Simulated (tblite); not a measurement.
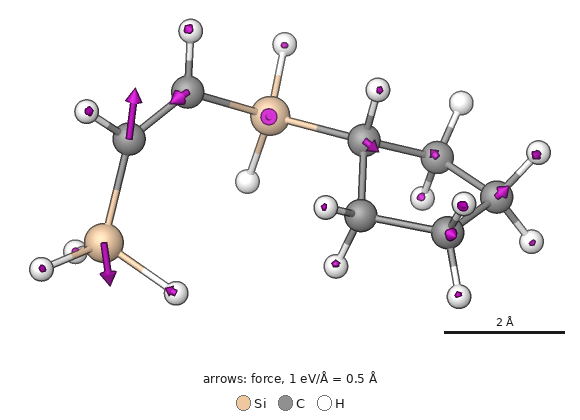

Starting geometry of C7H16Si2 with the computed forces as purple arrows. A ball-and-stick model, seen at a tilt.

The calculation used tblite, GFN2-xTB geometry optimisation, gas phase. 

Is this structure relaxed? If not, where do the atoms go?

It isn't relaxed: the largest force vector, on a C atom, is 1.81 eV/Å. The final displacements have little in common with the starting forces (cosine between the two patterns 0.26). The atom that moves furthest after the best rigid fit is an H atom (0.12 Å). Largest moves by element: H 0.12 Å, Si 0.08 Å, C 0.08 Å. Some distances before and after: C–Si 1.829 → 1.883 Å, C–Si 1.873 → 1.904 Å, C–Si 1.853 → 1.882 Å, H–Si 1.494 → 1.464 Å. Bond angles that change, for instance: Si–C–C 131.9° → 127.3°, Si–C–H 111.6° → 115.0°, Si–C–H 111.5° → 114.4°. The energy falls by 12.4 kJ/mol in 41 geometry steps. The run took 0.37 s on 1 thread of Arm Neoverse V2, with other jobs on the host.
